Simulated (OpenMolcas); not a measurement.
**N2H3 (hydrazinyl radical): UBHLYP/cc-pVDZ**

Aim: the vertical ionisation energy of N2H3 (hydrazinyl radical) at UBHLYP/cc-pVDZ, from 2 runs. 

Program for the calculation: OpenMolcas 26.06.

### Step 1. The molecule

N2H3 has 5 atoms, charge 0, and is taken as a doublet. As SMILES, `[NH]N`. Geometry: relaxed at PBE0-D4/def2-TZVP. This is one conformer, not always the lowest.

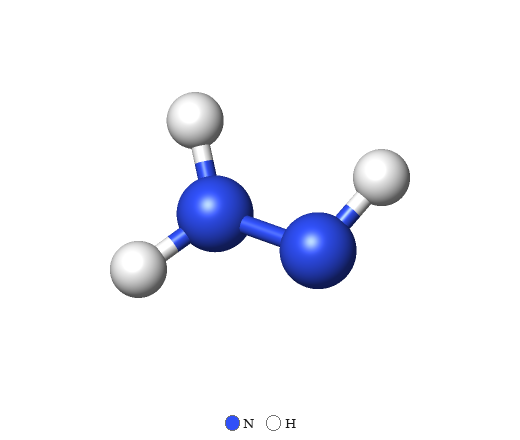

The structure, seen from a chosen angle (nitrogen blue, hydrogen white).

### Step 2. The energy at UBHLYP/cc-pVDZ

Input file job.inp:

```
>>> EXPORT MOLCAS_PRINT=2

&GATEWAY
  BASLIB=$CurrDir
  COORD
  5
  angstrom
  N       -0.187600      -0.818050       0.454040
  N       -0.128660       0.235610      -0.368450
  H        0.759840      -0.951450       0.811270
  H       -1.030950       0.592300      -0.640030
  H        0.587360       0.941580      -0.256830
  BASIS=cc-pVDZ
  GROUP=NoSym

&SEWARD

&SCF
  UHF
  SPIN=2
  KSDFT=HYB_GGA_XC_BHANDHLYP
  PRORBITALS=1 1
```

The basis set cc-pVDZ is read from a file made from the Basis Set Exchange's data (not shown).

The run is started by

```sh
$ export MOLCAS_MEM=1860
$ pymolcas job.inp > job.log
```

Output:

```text
--- Start Module: gateway ---
[...]
--- Stop Module: gateway /rc=_RC_ALL_IS_WELL_ ---
--- Start Module: seward ---
[...]
      Basis functions           43
--- Stop Module: seward /rc=_RC_ALL_IS_WELL_ ---
--- Start Module: scf ---
[...]
       Convergence after  13 Iterations
[...]
::    Total KS-DFT energy                            -111.1669059135
[...]
      Total spin, S                                     0.5027550729
[...]
      Total electronic charge=   17.000000
      Total            charge=   -0.000000
[...]
      Dipole Moment (debye):
      Origin of the operator (angstrom)=   -0.1325   -0.2439    0.0358
                   X=  1.1389E+00               Y=  2.1993E+00               Z= -2.7825E-01           Total=  2.4923E+00
      Quadrupole Moment (debye*angstrom):
[...]
--- Stop Module: scf /rc=_RC_ALL_IS_WELL_ ---
[...]
```

Wall time 4.2 s (1 thread of Arm Neoverse V2, shared host); peak memory 0.38 GiB.

### Step 3. The singlet cation at the same level

Input file job.input:

```
&GATEWAY
  BasLib=$CurrDir
  Coord
  5
  angstrom
  N       -0.187600      -0.818050       0.454040
  N       -0.128660       0.235610      -0.368450
  H        0.759840      -0.951450       0.811270
  H       -1.030950       0.592300      -0.640030
  H        0.587360       0.941580      -0.256830
  Basis=cc-pVDZ
  Group=NoSym

&SEWARD

&SCF
  Charge=1
  KSDFT=HYB_GGA_XC_BHANDHLYP
  PrOrbitals=1 1
```

The basis set cc-pVDZ is read from a file made from the Basis Set Exchange's data (not shown).

The run is started by

```sh
$ export MOLCAS_MEM=1860
$ pymolcas job.input > job.log
```

Output:

```text
--- Start Module: gateway ---
[...]
--- Stop Module: gateway /rc=_RC_ALL_IS_WELL_ ---
--- Start Module: seward ---
[...]
      Basis functions           43
--- Stop Module: seward /rc=_RC_ALL_IS_WELL_ ---
--- Start Module: scf ---
[...]
       Convergence after  15 Iterations
[...]
::    Total KS-DFT energy                            -110.8626357943
[...]
      Total spin, S                                     0.0000000000
[...]
      Total electronic charge=   16.000000
      Total            charge=    1.000000
[...]
      Dipole Moment (debye):
      Origin of the operator (angstrom)=   -0.1325   -0.2439    0.0358
                   X=  1.4614E+00               Y=  2.2103E+00               Z= -1.7449E-01           Total=  2.6555E+00
      Center of Charge (angstrom)
[...]
--- Stop Module: scf /rc=_RC_ALL_IS_WELL_ ---
[...]
```

It took 3.6 s on 1 thread of Arm Neoverse V2, shared host; peak memory 0.38 GiB.

### Step 4. Outcome

At UBHLYP/cc-pVDZ:

| quantity | value |
| --- | --- |
| doublet N2H3: total energy | -111.16691 Eh |
| doublet N2H3: dipole moment | 2.49 D |
| doublet N2H3: HOMO energy (highest over α and β) | -6.62 eV |
| doublet N2H3: LUMO energy (lowest over α and β) | 1.44 eV |
| doublet N2H3: ⟨S²⟩ | 0.756 |
| singlet cation: total energy | -110.86264 Eh |
| singlet cation: HOMO energy | -19.31 eV |
| singlet cation: LUMO energy | -9.87 eV |
| singlet cation: HOMO–LUMO gap | 9.44 eV |
| vertical ionisation energy (to the singlet cation) | 8.280 eV |

**Reading.** Removing an electron at fixed nuclei costs 8.28 eV (799 kJ/mol). Only the singlet of the ionised species was computed; a triplet could lie lower.
